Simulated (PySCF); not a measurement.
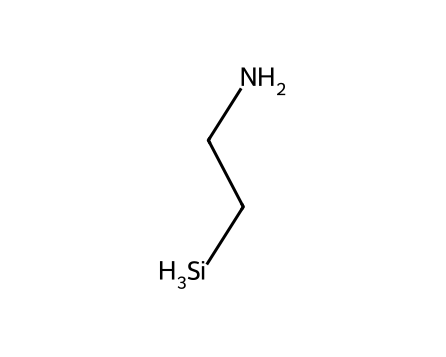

Structural formula above. The computed structure is the end point of a PBE0-D3(BJ)/def2-SVP optimisation. No frequency run is at hand to confirm it as a minimum.

What does the molecule look like in three dimensions?

It has 13 atoms: 2 carbon, 9 hydrogen, 1 nitrogen and 1 silicon (C2H9NSi). SMILES: `NCC[SiH3]`. It has no ring. Among its groups: primary amine, Si–H bond. This geometry has C1 symmetry. Coordination: 1 N trigonal pyramidal; 2 C tetrahedral; 1 Si tetrahedral.

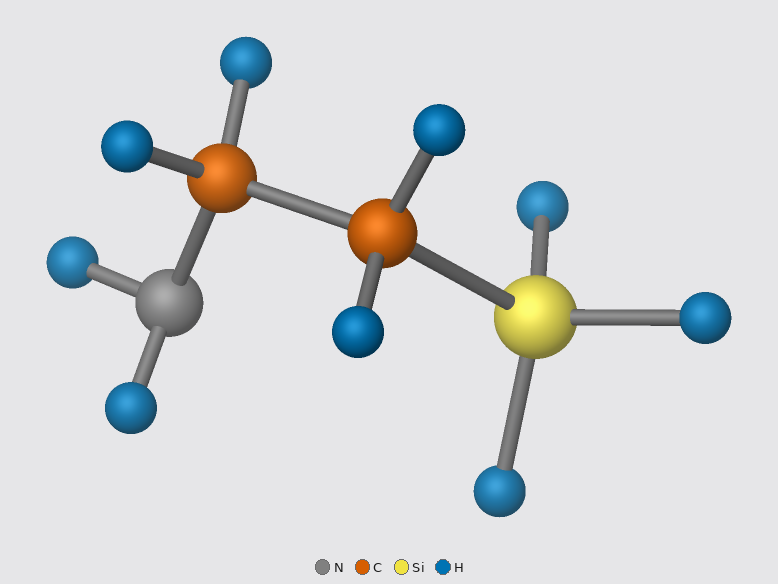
